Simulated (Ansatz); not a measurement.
```
Ni Mo Pd Ir W
1.0
     2.66072    0.00000    0.00000
     0.00000    2.66072    0.00000
     0.00000    0.00000   18.75476
Ni Mo Pd Ir W
2 2 2 2 2
Direct
  0.00000 0.00000 0.19972
  0.50000 0.50000 0.69972
  0.50000 0.50000 0.11059
  0.00000 0.00000 0.61059
  0.50000 0.50000 0.29186
  0.00000 0.00000 0.79186
  0.00000 0.00000 0.39712
  0.50000 0.50000 0.89712
  0.50000 0.50000 0.49673
  0.00000 0.00000 0.99673
```

Space group I4mm; a structure from a database of computed crystals, not necessarily the ambient phase; a generated structure, not necessarily the stable one; changed on purpose from its base cell (volume × 0.91, shape and atoms relaxed); computed pressure about 28 GPa in this cell; computed without spin polarisation.

Computed with DFT PBE, scalar-relativistic, plane waves, PAW (Ansatz 0.2.0).

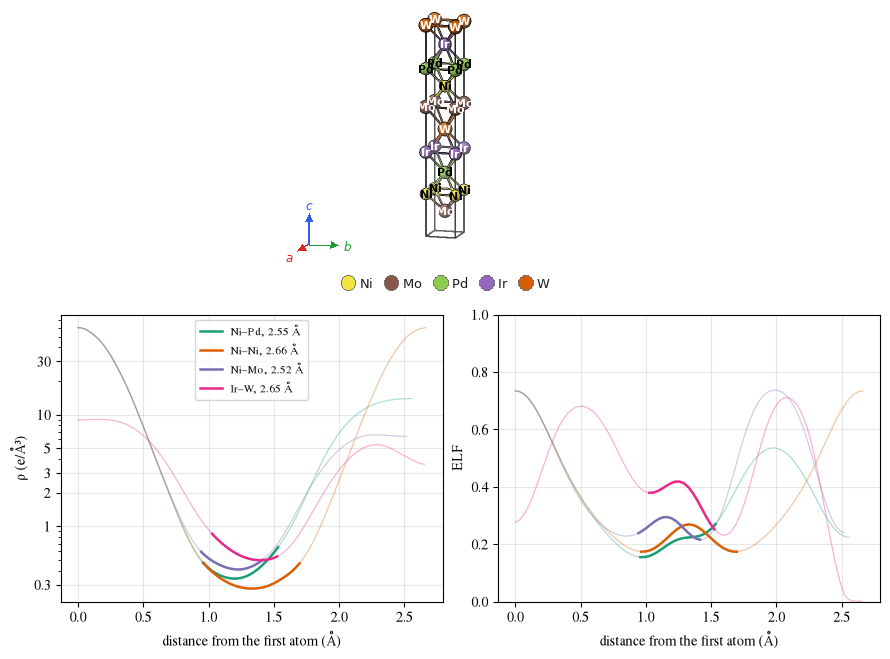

NiMoIrPdW. Valence electron density and electron localisation function along straight lines between neighbouring atoms. Thin, pale parts lie inside the atomic spheres. The structure is drawn too.

Core electrons are frozen (PAW), and the valence fields are smoothed inside the atomic spheres.

**Compare the contacts.**

Ni–Pd (2.55 Å): ρ at the midpoint is about 0.35 e/Å³; the ELF is about 0.20 at the midpoint: no shared electron pair shows on this line.
Ni–Ni (2.66 Å): ρ at the midpoint is about 0.28 e/Å³; the ELF is about 0.25 at the midpoint: no shared electron pair shows on this line.
Ni–Mo (2.52 Å): ρ is about 0.41 e/Å³ halfway; the ELF is about 0.25 at the midpoint; no localised pair shows between them.
Ir–W (2.65 Å): ρ at the midpoint is about 0.51 e/Å³; the ELF is about 0.40 at the midpoint.
